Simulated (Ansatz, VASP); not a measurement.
# NbSi in two plane-wave programs

One calculation is typed for both programs; each brings its own data sets. How far apart do they land? The cell is invented: As first built, before any earlier steps moved the atoms (in the runner's words): it takes the TaC structure with all of its atoms replaced by other elements, volume scaled by an estimate. It may not be a known or stable phase. The cell is taken from a series of VASP runs on this material, whose earlier steps may have relaxed, scaled or displaced it; both programs get it as it stands. Other levels of theory on this material are compared in a session of their own. Valence electrons are named where the data sets of a main pair hold unlike numbers.

Main program and level: Ansatz 0.2.0; plane waves, with VASP 6.6.1 beside it; band structure at PBEsol and band structure at r2SCAN.

## Step 1: The structure

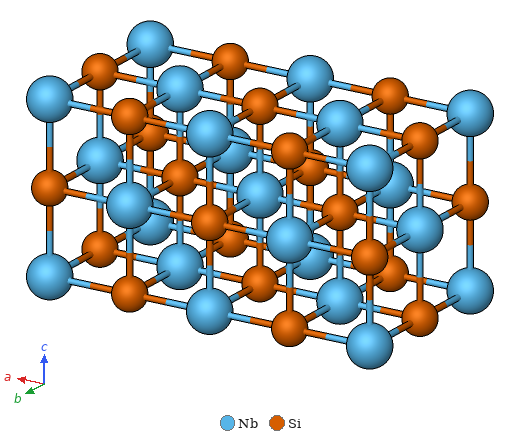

The starting structure, seen from a free direction (niobium blue, silicon orange). 2×1×1 cells are drawn. This picture shows the conventional cell, with its axes. Some periodic images of atoms are drawn too.

## Step 2: Ansatz: band structure, PBEsol

Ansatz runs on its default PAW (the set named soft_2) files.

With cell and atoms fixed, the geometry can't cause a difference; cores, projectors, grids and the points listed under the comparison can.

File input.yaml:

```yaml
crystal:
  lattice:
    - [0.0, 2.5712175395, 2.5712175395]
    - [2.5712175395, 0.0, 2.5712175395]
    - [2.5712175395, 2.5712175395, 0.0]
  atoms:
    - { symbol: Nb, position: [0.0, 0.0, 0.0] }
    - { symbol: Si, position: [0.5, 0.5, 0.5] }
hamiltonian:
  xc: pbesol
  pseudopotentials: { kind: paw }
kpoints:
  mp_grid: { grid: [5, 5, 5] }
  band_path:
    path:
      - [0.0, 0.0, 0.0]
      - [0.16667, 0.0, 0.16667]
      - [0.33333, 0.0, 0.33333]
      - [0.5, 0.0, 0.5]
      - [0.5, 0.08333, 0.58333]
      - [0.5, 0.18333, 0.68333]
      - [0.5, 0.25, 0.75]
      - [0.45, 0.3, 0.75]
      - [0.40833, 0.34167, 0.75]
      - [0.35, 0.35, 0.7]
      - [0.225, 0.225, 0.45]
      - [0.075, 0.075, 0.15]
      - [0.03333, 0.03333, 0.03333]
      - [0.23333, 0.23333, 0.23333]
      - [0.4, 0.4, 0.4]
      - [0.51667, 0.46667, 0.51667]
      - [0.55833, 0.38333, 0.55833]
      - [0.60833, 0.28333, 0.60833]
      - [0.60833, 0.25, 0.64167]
      - [0.55833, 0.25, 0.69167]
      - [0.51667, 0.25, 0.73333]
      - [0.5, 0.3, 0.7]
      - [0.5, 0.38333, 0.61667]
      - [0.5, 0.48333, 0.51667]
      - [0.475, 0.475, 0.55]
      - [0.425, 0.425, 0.65]
      - [0.38333, 0.38333, 0.73333]
      - [0.59167, 0.18333, 0.59167]
      - [0.55, 0.1, 0.55]
      - [0.5, 0.0, 0.5]
    npoints: 1
scf:
  occupations: { method: gaussian, width: 0.02 }
  n_extra_bands: 7
output:
  forces: true
  stress: true
  eigenvalues: true
```

Command:

```
$ ansatz run input.yaml --threads 2 --pin off --max-ram 4608MiB --backend cpu --events-out ev --progress --plain --runs-dir out
```

Numbers of over 12 decimals in the logs are rounded to 6 here.

The program printed:

```text
scf.n_extra_bands = 7 over 9 filled bands (N_el = 17.0): the run solves 16 bands
Engine: ansatz 0.2.0, aarch64-unknown-linux-gnu
Pseudopotentials: kind: paw
Pseudopotential: Nb, paw, valence charge 13, recommended cutoff 420 eV (normal), Nb.paw.azcp
Pseudopotential: Si, paw, valence charge 4, recommended cutoff 420 eV (normal), Si.paw.azcp
Functional definition: PBEsol
  exchange = pbesol_x
  correlation = pbesol_c
Crystal: 2 atoms, lattice volume = 33.997 Å³
Basis set: ecut = 420 eV, 645 PW (Γ), exchange–correlation on 50×50×50 points (8 copies of the dense FFT grid, shifted against one another)
Bands: 16, of which v1, the nominal top of the filled ones, is band 9 counted from 1 (8 counted from 0)
Symmetry: 48 space group operations
Space group: Fm-3m (ITA 225), of the structure as read, at distance tolerance 3.2e-5 Å
k-points: 10 of 125
Non-local potential: Nb, projectors of the file, l = 0: 3, l = 1: 2, l = 2: 2, l = 3: 1
Non-local potential: Si, projectors of the file, l = 0: 2, l = 1: 2, l = 2: 2
PAW form: soft (Blöchl's): semilocal exchange-correlation on the pseudo side does not see the compensation charge
PAW frozen core: Nb, regenerated for the run's functional, and the local potential with it (the file was generated under x = pbe(κ = 0.804, μ = 0.219515), c = pbe(β = 0.066725))
PAW frozen core: Si, regenerated for the run's functional, and the local potential with it (the file was generated under x = pbe(κ = 0.804, μ = 0.219515), c = pbe(β = 0.066725))
PAW one-centre angular grid: Nb, 590 points (default); XC on 64 Gauss nodes
PAW one-centre angular grid: Si, 110 points (default); XC on 64 Gauss nodes
Initial density: superposition of atomic densities (neutral atoms: chi_scale 0, normalization atom), corrected by the library's trained network
Initial wavefunctions: pseudopotential atomic-orbital guess
Functional: x = pbesol(κ = 0.804, μ = 0.123457), c = pbesol(β = 0.046)
SCF iter   1: F=—  HF=-5117.441900 eV  |F-HF|=—  |Δ(HF+E_count)|=         —  Δρ=6.21e-3  dr2=2.01e-2  ethr=1.77e-3  ⟨swp⟩=5.9  Hψ=903  notcnv=0
preconditioner: auto → none  [insulator: Δε(μ)=0.068 eV  Ē_g=9.471 eV  σ=0.020 eV  W_gap=0.79  n_scr=8 (ndim 8)  ℏωp=19.1 eV  f_vac=0.000  D(μ)=3.90/eV (n_scr^D=58)  ε∞_Penn≈5.1]
SCF iter   2: F=—  HF=-5117.437114 eV  |F-HF|=—  |Δ(HF+E_count)|=   4.79e-3  Δρ=2.73e-3  dr2=3.31e-3  ethr=1.18e-4  ⟨swp⟩=2.0  Hψ=282  notcnv=0  defer=19
SCF iter   3: F=—  HF=-5117.436484 eV  |F-HF|=—  |Δ(HF+E_count)|=   6.29e-4  Δρ=4.94e-4  dr2=1.26e-4  ethr=1.95e-5  ⟨swp⟩=2.4  Hψ=222  notcnv=0  defer=22
SCF iter   4: F=—  HF=-5117.436462 eV  |F-HF|=—  |Δ(HF+E_count)|=   2.22e-5  Δρ=1.21e-4  dr2=6.08e-6  ethr=7.44e-7  ⟨swp⟩=2.3  Hψ=186  notcnv=0  defer=22
SCF iter   5: F=—  HF=-5117.436462 eV  |F-HF|=—  |Δ(HF+E_count)|=   1.51e-7  Δρ=1.92e-5  dr2=9.92e-8  ethr=3.58e-8  ⟨swp⟩=1.9  Hψ=167  notcnv=0  defer=22
SCF iter   6: F=-5117.436462 eV  HF=-5117.436462 eV  |F-HF|=4.17e-10  |Δ(HF+E_count)|=   1.59e-9  Δρ=2.48e-6  dr2=1.21e-9  ethr=5.84e-10  ⟨swp⟩=6.7  Hψ=692  notcnv=0
SCF 1 converged in 6 iterations: F = -5117.436462 eV  dr2 = 1.21e-9
  greatest PAW one-centre occupation: 0.997 electrons in one spin orbital (limit 2), on the Nb atom at site 0 (counted from 0), in its partial waves of l = 0
NSCF: frozen V_eff on 30 k-points
SCF converged after 6 iterations
Free energy (F): -5117.436462 eV
Harris-Foulkes:  -5117.436462 eV  (|F-HF|=4.17e-10)
Internal energy: -5117.435481 eV  (E = F + TS)
E sigma→0 (E₀):  -5117.435971 eV
Entropy (-TS):   -0.000981 eV (-0.490 meV/atom)
Fermi energy:    13.662780 eV
--- Per-component energies (eV) ---
  E_band       = -97.899215
  E_kinetic    = 435.260822
  E_local      = -906.816171  (includes V_loc(G=0)·N_el)
  E_nonlocal   = 148.357216
  E_hartree    = 298.055736
  E_xc         = -229.604009
  E_vxc        = -259.874891  (∫ρ·V_xc dr)
  E_paw        = -3516.687634  (= ΣΔE_a)
  E_vpaw       = -110.936776  (= ΣTr[D̂ρ^β])
  E_aug_tail   = 0.000015  (compensation charges beyond the density's cutoff)
  E_ewald      = -1346.221725
  E_core_change = 0.220270  (= ΣΔE_core)
  E_smearing   = -0.000981  (= −TS)
  E_closure    = 0.000000  (closes the sum)
  Σ components = -5117.436462   (vs F -5117.436462, Δ=0.00e0)
--- Forces (eV/Å), atoms counted from 1 ---
  atom   1  Nb    -0.00000000     0.00000000     0.00000000
  atom   2  Si     0.00000000    -0.00000000    -0.00000000
  max |Σ_I F_I| component: 1.97e-31 eV/Å
--- Stress (GPa, compression-positive) ---
       -3.643510       0.000000       0.000000
        0.000000      -3.643510      -0.000000
       -0.000000       0.000000      -3.643510
  P = ⅓ Tr σ = -3.6435 GPa (-36.435 kbar)
--- Band table (eV; the first three rows and the last of 10) ---
  k-point 0: bands = [... 5 lower, 12.6298, 12.6298, 12.6298, 13.2020, 13.2020, 16.3601, 16.3601, 16.3601, ... 3 higher]
  k-point 1: bands = [... 5 lower, 11.3597, 11.9002, 11.9002, 13.3835, 13.3835, 15.8345, 18.4113, 18.4113, ... 3 higher]
  k-point 2: bands = [... 5 lower, 8.8395, 10.8526, 10.8526, 14.8266, 14.8266, 16.0792, 19.0730, 20.9879, ... 3 higher]
  k-point 9: bands = [... 5 lower, 9.7103, 10.4635, 11.2853, 14.6418, 15.4248, 16.1522, 16.5157, 18.5587, ... 3 higher]
```

It took 1.3 s on 2 threads of Arm Neoverse N1, shared host; peak memory 0.27 GiB.

Reading the cycles: dr2 is the Hartree energy of the density residual (eV), the measure of convergence; HF is the Harris–Foulkes estimate of the energy, which meets the free energy F at convergence.

## Step 3: VASP: band structure, PBEsol

The same cell, functional, mesh and smearing now go to VASP, with its own data sets.

Lines of VASP's logs that name or quote its potential files are left out, and so is its time.

File INCAR:

```
SYSTEM = NbSi
PREC = Accurate
ENCUT = 400
EDIFF = 1E-06
NELM = 100
ISMEAR = 0
SIGMA = 0.02
LREAL = .FALSE.
ALGO = Normal
GGA = PS
LORBIT = 11
LWAVE = .FALSE.
LCHARG = .FALSE.
KPAR = 4
```

File POSCAR:

```
NbSi
1.0
    0.0000000000      2.5712175395      2.5712175395
    2.5712175395      0.0000000000      2.5712175395
    2.5712175395      2.5712175395      0.0000000000
Nb Si
1 1
Direct
    0.0000000000      0.0000000000      0.0000000000
    0.5000000000      0.5000000000      0.5000000000
```

File KPOINTS:

```
Automatic mesh
0
Gamma
5 5 5
0 0 0
```

File KPOINTS_OPT:

```
Line mode
16
Line-mode
Reciprocal
  0.00000000   0.00000000   0.00000000 GAMMA
  0.50000000   0.00000000   0.50000000 X

  0.50000000   0.00000000   0.50000000 X
  0.50000000   0.25000000   0.75000000 W

  0.50000000   0.25000000   0.75000000 W
  0.37500000   0.37500000   0.75000000 K

  0.37500000   0.37500000   0.75000000 K
  0.00000000   0.00000000   0.00000000 GAMMA

  0.00000000   0.00000000   0.00000000 GAMMA
  0.50000000   0.50000000   0.50000000 L

  0.50000000   0.50000000   0.50000000 L
  0.62500000   0.25000000   0.62500000 U

  0.62500000   0.25000000   0.62500000 U
  0.50000000   0.25000000   0.75000000 W

  0.50000000   0.25000000   0.75000000 W
  0.50000000   0.50000000   0.50000000 L

  0.50000000   0.50000000   0.50000000 L
  0.37500000   0.37500000   0.75000000 K

  0.62500000   0.25000000   0.62500000 U
  0.50000000   0.00000000   0.50000000 X
```

The projector-augmented-wave data sets are Nb_sv and Si (PBE family, release 64).

Command:

```
$ mpirun -np 4 vasp_std
```

The program printed:

```text
[banner, memory and clock lines left out]
running    4 mpi-ranks, on    1 nodes
 distrk:  each k-point on    1 cores,    4 groups
 distr:  one band on    1 cores,    1 groups

 POSCAR found type information on POSCAR NbSi
 POSCAR found :  2 types and       2 ions
|                                                                             |
|               ----> ADVICE to this user running VASP <----                  |
|                                                                             |
|     You enforced a specific xc type in the INCAR file but a different       |
|     [... a line on the potential file left out ...]
|     I HOPE YOU KNOW WHAT YOU ARE DOING!                                     |
|                                                                             |

 LDA part: xc-table for (Slater+PW92), standard interpolation
 POSCAR, INCAR and KPOINTS ok, starting setup
 FFT: planning ... GRIDC
 FFT: planning ... GRID_SOFT
 FFT: planning ... GRID
 WAVECAR not read
 entering main loop
       N       E                     dE             d eps       ncg     rms          rms(c)
DAV:   1     0.981575927379E+02    0.98158E+02   -0.79047E+03   240   0.111E+03
DAV:   2    -0.128504959539E+02   -0.11101E+03   -0.10726E+03   280   0.378E+02
DAV:   3    -0.182015698228E+02   -0.53511E+01   -0.52190E+01   376   0.640E+01
DAV:   4    -0.185377022951E+02   -0.33613E+00   -0.33427E+00   344   0.153E+01
DAV:   5    -0.185484365500E+02   -0.10734E-01   -0.10663E-01   368   0.269E+00    0.906E+00
DAV:   6    -0.171988311946E+02    0.13496E+01   -0.56996E+00   372   0.206E+01    0.277E+00
DAV:   7    -0.171916745597E+02    0.71566E-02   -0.10474E-01   304   0.336E+00    0.167E+00
DAV:   8    -0.171871935097E+02    0.44811E-02   -0.19591E-02   396   0.120E+00    0.331E-01
DAV:   9    -0.171872631220E+02   -0.69612E-04   -0.33577E-03   376   0.485E-01    0.113E-01
DAV:  10    -0.171871739991E+02    0.89123E-04   -0.19619E-03   368   0.410E-01    0.718E-02
DAV:  11    -0.171870878924E+02    0.86107E-04   -0.29960E-04   380   0.168E-01    0.689E-03
DAV:  12    -0.171870872877E+02    0.60465E-06   -0.44901E-06   304   0.196E-02
   1 F= -.17187087E+02 E0= -.17186600E+02  d E =-.975278E-03
 Start KPOINTS_OPT (optional k-point list driver)
k-point batch [1-10\160]
       N       E                     dE             ncg
DAV:   1    -0.357980376352E+03   -0.19739E+04      240
DAV:   2    -0.155365385959E+04   -0.11957E+04      304
DAV:   3    -0.160748164023E+04   -0.53828E+02      380
DAV:   4    -0.160996898064E+04   -0.24873E+01      356
DAV:   5    -0.161003357983E+04   -0.64599E-01      364
DAV:   6    -0.161003781067E+04   -0.42308E-02      372
DAV:   7    -0.161003786822E+04   -0.57556E-04      312
DAV:   8    -0.161003787783E+04   -0.96023E-05      236
DAV:   9    -0.161003787791E+04   -0.86722E-07      220
[...]
k-point batch [151-160\160]
       N       E                     dE             ncg
DAV:   1    -0.521103089668E+03   -0.62393E+04      248
DAV:   2    -0.157343033402E+04   -0.10523E+04      308
DAV:   3    -0.161284411357E+04   -0.39414E+02      356
DAV:   4    -0.161527420934E+04   -0.24301E+01      372
DAV:   5    -0.161535547832E+04   -0.81269E-01      356
DAV:   6    -0.161535897195E+04   -0.34936E-02      376
DAV:   7    -0.161535905560E+04   -0.83656E-04      336
DAV:   8    -0.161535906208E+04   -0.64761E-05      296
DAV:   9    -0.161535906247E+04   -0.39349E-06      196
```

Parts of OUTCAR (step 3):

```text
ion  position               nearest neighbor table
   1  0.000  0.000  0.000-   2 2.57   2 2.57   2 2.57   2 2.57   2 2.57   2 2.57
   2  0.500  0.500  0.500-   1 2.57   1 2.57   1 2.57   1 2.57   1 2.57   1 2.57

  LATTYP: Found a face centered cubic cell.
 ALAT       =     5.1424350790

 Subroutine GETGRP returns: Found 48 space group operations
 (whereof 48 operations were pure point group operations)

The static configuration has the point symmetry O_h .

 Found     10 irreducible k-points:

   k-points           NKPTS =     10   k-points in BZ     NKDIM =     10   number of bands    NBANDS=     12

   dimension x,y,z NGX =    24 NGY =   24 NGZ =   24
   dimension x,y,z NGXF=    48 NGYF=   48 NGZF=   48

   ENCUT  =  400.0 eV  29.40 Ry    5.42 a.u.   5.93  5.93  5.93*2*pi/ulx,y,z

   NELECT =      17.0000    total number of electrons

 k-points in reciprocal lattice and weights: Automatic mesh
   0.00000000  0.00000000  0.00000000       0.008
   0.20000000  0.00000000  0.00000000       0.064
   0.40000000  0.00000000  0.00000000       0.064
   0.20000000  0.20000000  0.00000000       0.048
   0.40000000  0.20000000  0.00000000       0.192
  -0.40000000  0.20000000  0.00000000       0.192
  -0.20000000  0.20000000  0.00000000       0.096
   0.40000000  0.40000000  0.00000000       0.048
  -0.40000000  0.40000000  0.00000000       0.096
  -0.40000000  0.40000000  0.20000000       0.192

 average (electrostatic) potential at core
       1 -78.5994       2 -78.5201

 E-fermi :   9.9571

 k-point     1 :       0.0000    0.0000    0.0000
  band No.  band energies     occupation
    ...
      6       8.9226      2.00000
      7       8.9226      2.00000
      8       8.9226      2.00000
      9       9.4975      2.00000
     10       9.4975      2.00000
     11      12.6595      0.00000
     12      12.6595      0.00000

 k-point     2 :       0.2000    0.0000    0.0000
  band No.  band energies     occupation
    ...
      6       7.6526      2.00000
      7       8.1955      2.00000
      8       8.1955      2.00000
      9       9.6776      2.00000
     10       9.6776      2.00000
     11      12.1335      0.00000
     12      14.7117      0.00000

 k-point     3 :       0.4000    0.0000    0.0000
  band No.  band energies     occupation
    ...
      4     -21.0459      2.00000
      5       2.2058      2.00000
      6       5.1330      2.00000
      7       7.1485      2.00000
      8       7.1485      2.00000
      9      11.1218      0.00000
     10      11.1218      0.00000
     11      12.3767      0.00000
     12      15.3699      0.00000

  Total       -0.8425494     -0.8425494     -0.8425494     -0.0000000      0.0000000      0.0000000
  in kB      -39.7063045    -39.7063045    -39.7063045     -0.0000000      0.0000000      0.0000000
  external PRESSURE =     -39.7063045 kB  Pullay stress =       0.0000000 kB

  energy-cutoff  :      400.00
  volume of cell :       34.00
      direct lattice vectors                 reciprocal lattice vectors
     0.000000000  2.571217540  2.571217540    -0.194460403  0.194460403  0.194460403
     2.571217540  0.000000000  2.571217540     0.194460403 -0.194460403  0.194460403
     2.571217540  2.571217540  0.000000000     0.194460403  0.194460403 -0.194460403

 POSITION                                       TOTAL-FORCE (eV/Angst)
 -----------------------------------------------------------------------------------
      0.00000      0.00000      0.00000         0.000000     -0.000000      0.000000
      2.57122      2.57122      2.57122         0.000000      0.000000     -0.000000
 -----------------------------------------------------------------------------------
    total drift:                                0.000000     -0.000000     -0.000000

  FREE ENERGIE OF THE ION-ELECTRON SYSTEM (eV)
  ---------------------------------------------------
  free  energy   TOTEN  =       -17.1870872877 eV

  energy  without entropy=      -17.1861120095  energy(sigma->0) =      -17.18659965

 total charge
# of ion       s       p       d       tot
------------------------------------------
    1        2.138   5.999   2.564  10.701
    2        0.791   0.960   0.000   1.751
--------------------------------------------------
tot          2.929   6.959   2.564  12.451

[... 3 further parts left out ...]
```

At this level the cell is under a tension of 4.0 GPa, so at these settings it is away from equilibrium.

## Step 4: Comparison

Known differences besides the potentials themselves: the cutoff is 420 eV in Ansatz and 400 eV in VASP; Ansatz makes its cores anew for this functional, VASP keeps those of its PBE data sets; VASP leaves aspherical gradient terms in its spheres out (LASPH is not set), Ansatz keeps them. Total energies have different zeros and are not compared.

Both answers:

| quantity | Ansatz | VASP | difference |
| --- | --- | --- | --- |
| pressure (GPa) | -3.64 | -3.97 | +0.33 |

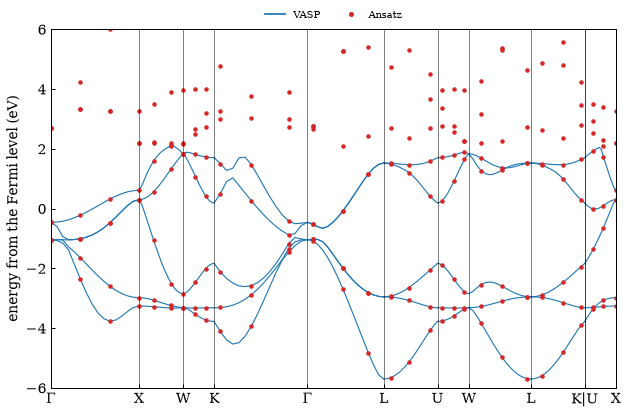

Bands from VASP (lines) and levels from Ansatz (dots). Dots without a line are higher empty bands that the VASP plot leaves out.

Levels from 3 eV below to 2 eV above the Fermi level differ by 1 meV r.m.s. and 3 meV at most; each VASP level is matched to the nearest of Ansatz, which flatters the figure a little.

(Part 1 of 2 ends here.)

[Lines on the potential files, build, host, timing and source positions are cut from VASP's logs without a mark.]

[Logs are printed without paths, hosts, clocks, repeated set-up lines and the standing remarks that a program may print on its own settings, such as how far it seeks lower states.]

[Hosts, paths, dates, database ids (printed as entryN), source tags and the programs' standing remarks are cut or masked in the printed files.]
